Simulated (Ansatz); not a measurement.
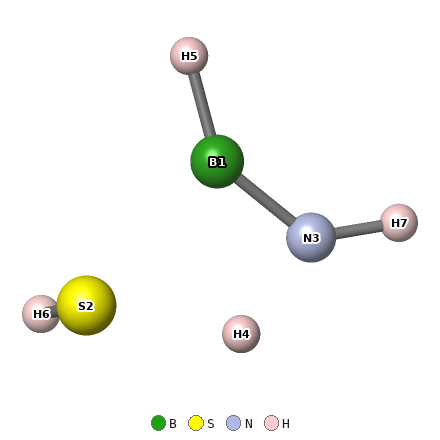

The system is the reacting system BH₄NS (fragments BH₄NS where the first distance is long, BH₂N + H₂S where the second is long); the picture shows the reference structure. First axis: distance S2–H4 (bond that forms). Second axis: distance B1–S2 (bond that breaks). Relaxed at each point: all other coordinates. The grid has 12 × 12 points. Points are written as (first, second). Energies: kJ/mol, counted from the lowest grid point. Energies and slopes of some neighbouring points disagree (a jump in structure or state, or too coarse a mesh). The reference is spin-restricted, so regions where a bond is pulled apart into radicals lie too high. The calculation used Ansatz, RKS SPW92 (LDA)/def2-TZVP.

Its coordinates:

```tsv
atom	x (Å)	y (Å)	z (Å)
B	0.5432	0.5255	0.2427
S	0.1207	-1.5957	0.6640
N	-0.1260	0.5679	-0.9230
H	-0.4809	-0.7127	-0.7822
H	1.1997	1.1925	0.9862
H	-0.9705	-1.2923	1.4111
H	-0.2861	1.3149	-1.5986
```

Range: distance S2–H4 (bond that forms) from 1.224 to 3.024 Å; distance B1–S2 (bond that breaks) from 1.701 to 2.901 Å.

What landscape does the calculation give?

Answer. The lowest grid point is at (3.024 Å, 1.843 Å). It lies on the edge of the grid, but the force there points inwards, so the minimum lies inside the range. The highest grid point, (1.224 Å, 1.701 Å), lies 329 kJ/mol above the lowest.

| second ↓, first → | 1.224 | 1.314 | 1.438 | 1.579 | 1.732 | 1.896 | 2.068 | 2.247 | 2.433 | 2.625 | 2.822 | 3.024 |
| --- | --- | --- | --- | --- | --- | --- | --- | --- | --- | --- | --- | --- |
| 2.901 | 259 | 235 | 240 | 268 | 297 | 300 | 295 | 290 | 285 | 282 | 280 | 283 |
| 2.766 | 262 | 239 | 244 | 271 | 287 | 280 | 271 | 262 | 256 | 252 | 254 | 250 |
| 2.635 | 267 | 243 | 249 | 271 | 271 | 258 | 244 | 233 | 225 | 219 | 219 | 214 |
| 2.507 | 273 | 249 | 253 | 264 | 252 | 232 | 215 | 201 | 192 | 185 | 181 | 177 |
| 2.383 | 269 | 253 | 254 | 252 | 230 | 205 | 185 | 169 | 157 | 150 | 143 | 139 |
| 2.264 | 276 | 253 | 251 | 236 | 207 | 178 | 155 | 136 | 123 | 112 | 105 | 101 |
| 2.149 | 278 | 253 | 246 | 221 | 185 | 152 | 125 | 104 | 88 | 76 | 69 | 65 |
| 2.040 | 278 | 253 | 241 | 207 | 166 | 128 | 97 | 74 | 56 | 44 | 37 | 35 |
| 1.938 | 282 | 256 | 240 | 199 | 150 | 108 | 75 | 50 | 33 | 21 | 14 | 12 |
| 1.843 | 292 | 265 | 247 | 195 | 141 | 96 | 62 | 37 | 19 | 7 | 1 | 0 |
| 1.761 | 308 | 282 | 262 | 199 | 142 | 97 | 62 | 37 | 19 | 7 | 1 | 1 |
| 1.701 | 329 | 302 | 280 | 211 | 153 | 107 | 72 | 46 | 28 | 16 | 11 | 11 |

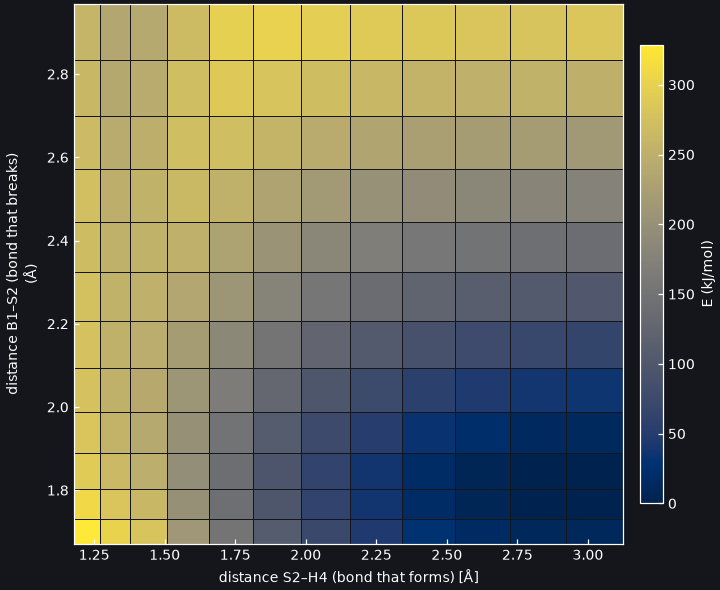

Drawn: one coloured cell a grid point.

The whole map (144 points run) took 30 min on 1 thread of AMD EPYC 7R43 64-Core Processor (Zen 3) (shared host).
